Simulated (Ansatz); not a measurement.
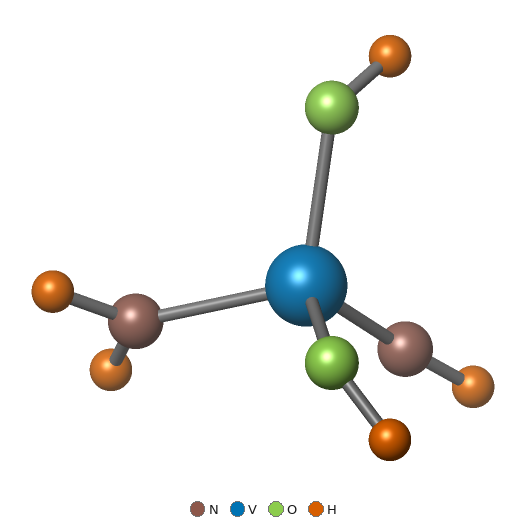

The picture shows a molecular structure as a ball-and-stick model. Every bond is drawn as one stick, whatever its order.

The species is neutral and a spin singlet.

**Give the formula.**

H5N2O2V, 10 atoms: 5 hydrogen, 2 nitrogen, 2 oxygen and 1 vanadium.

**Give the symmetry (Schoenflies symbol).**

Cs.

The parts below concern this one geometry. Atoms keep their numbers from picture to picture. The geometry was computed by an optimisation with PBE0-D4/def2-TZVP.

Shape

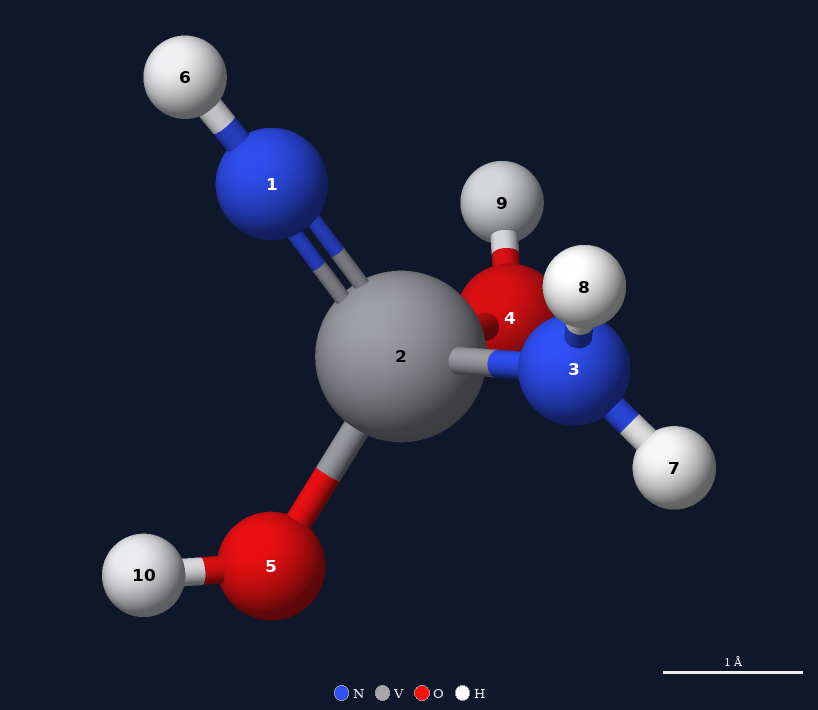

Atoms carry their numbers in the input.

**What is the geometry at V2?**

V2 has 4 neighbours (N1 at 1.61, N3 at 1.83, O4 at 1.78, O5 at 1.78 Å); the arrangement is tetrahedral.

**What is the geometry at N1?**

N1 has 2 neighbours (V2 at 1.61, H6 at 1.01 Å); the arrangement is linear.

**What is the geometry at N3?**

N3 has 3 neighbours (V2 at 1.83, H7 at 1.01, H8 at 1.01 Å); the arrangement is trigonal planar.

**Describe the coordination of atom 4.**

O4 has 2 neighbours (V2 at 1.78, H9 at 0.96 Å); the arrangement is bent.

Levels of theory compared

Program: Ansatz 0.2.0.

Tabulate dipole (D), vertical IP (eV) at these levels: B3LYP-D4/def2-TZVPP; PBE-D4/def2-TZVPP; r2SCAN-D4/def2-TZVPP; ωB97M-V/def2-TZVPP.

| level | dipole (D) | vertical IP (eV) |
| --- | --- | --- |
| B3LYP-D4/def2-TZVPP | 2.44 | 9.33 |
| PBE-D4/def2-TZVPP | 2.23 | 9.07 |
| r2SCAN-D4/def2-TZVPP | 2.30 | 9.10 |
| ωB97M-V/def2-TZVPP | 2.56 | 9.41 |

Vibrations

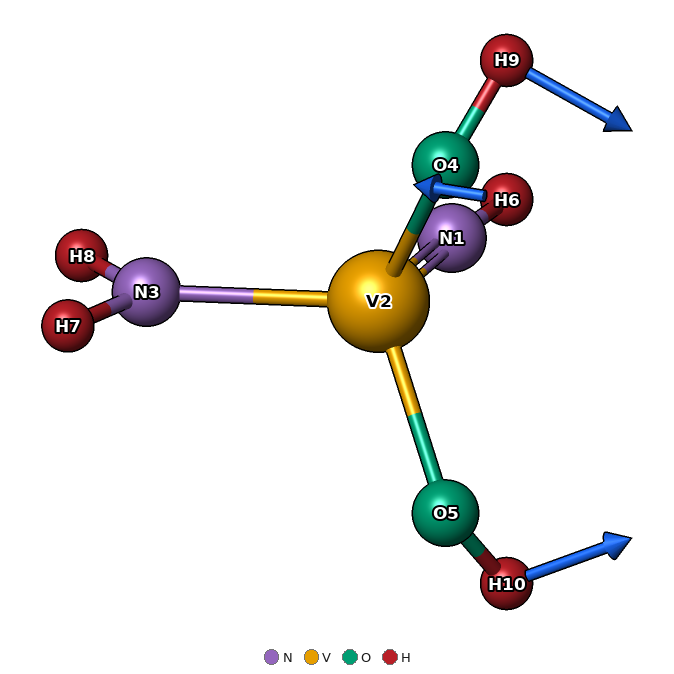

The arrows show one normal mode. Harmonic vibrations computed with RKS PBE0-D4/def2-TZVP (Ansatz 0.2.0) at a stationary point of the same level.

**Estimate its harmonic wavenumber.**

337 cm⁻¹; it is mode 7 of 24 counted from the lowest.

Charges

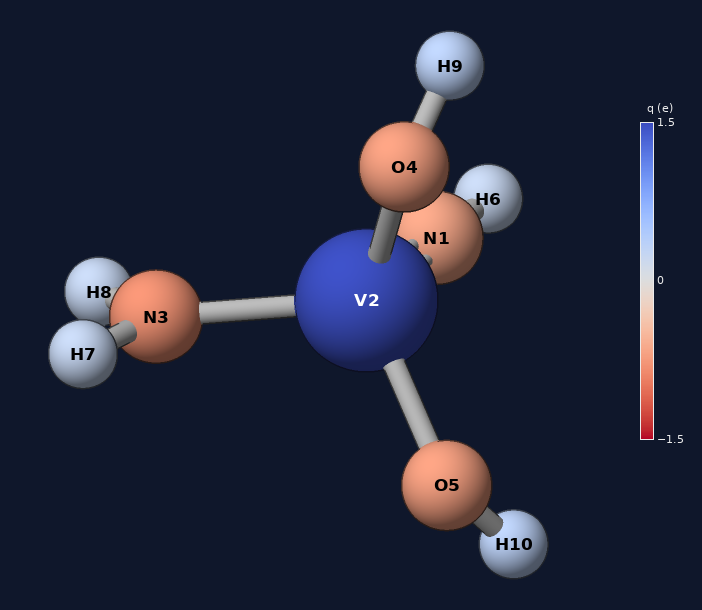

Atoms are coloured by their Mulliken charges. Properties computed with RKS PBE0-D4/def2-TZVP (Ansatz 0.2.0).

Give the Mulliken charges atom by atom.

```csv
atom,value (e)
N1,−0.64
V2,1.47
N3,−0.79
O4,−0.70
O5,−0.70
H6,0.23
H7,0.24
H8,0.24
H9,0.33
H10,0.33
```

Mulliken values depend strongly on the basis set and can even reverse the polarity of a bond.
